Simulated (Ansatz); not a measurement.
The figure comes from a scan of AlN (wurtzite): a phonon pattern at M = (0.5, 0.0, 0.0) is frozen into a 8-atom cell, Q being the largest atomic displacement. Method: PBE (plane waves to 420 eV, PAW, scalar-relativistic; Ansatz, a quantum-chemistry and plane-wave program). k mesh 6×12×7 (Γ-centred), Fermi-Dirac smearing 0.05 eV. E stands for the smeared free energy. AlN was relaxed with its symmetry unable to fall. The PAW data are Ansatz's earlier set. The zero of ΔE is the undisplaced structure.

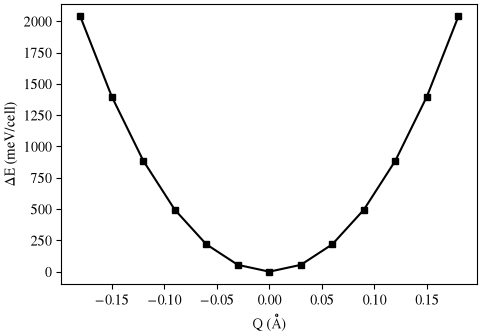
Fig. 1. ΔE (meV/cell) against Q (Å); one marker a computed point.

Question: Turn the plot into a table (rounded to what can be read).

Answer: To the nearest 50:

```json
[
 {"Q (Å)": "-0.180", "ΔE (meV/cell)": "2050"},
 {"Q (Å)": "-0.150", "ΔE (meV/cell)": "1400"},
 {"Q (Å)": "-0.120", "ΔE (meV/cell)": "900"},
 {"Q (Å)": "-0.090", "ΔE (meV/cell)": "500"},
 {"Q (Å)": "-0.060", "ΔE (meV/cell)": "200"},
 {"Q (Å)": "-0.030", "ΔE (meV/cell)": "50"},
 {"Q (Å)": "0.000", "ΔE (meV/cell)": "0"},
 {"Q (Å)": "0.030", "ΔE (meV/cell)": "50"},
 {"Q (Å)": "0.060", "ΔE (meV/cell)": "200"},
 {"Q (Å)": "0.090", "ΔE (meV/cell)": "500"},
 {"Q (Å)": "0.120", "ΔE (meV/cell)": "900"},
 {"Q (Å)": "0.150", "ΔE (meV/cell)": "1400"},
 {"Q (Å)": "0.180", "ΔE (meV/cell)": "2050"}
]
```

(For displaced atoms, the force is minus the slope of the energy, and its curvature is a force constant, which sets phonon frequencies.)
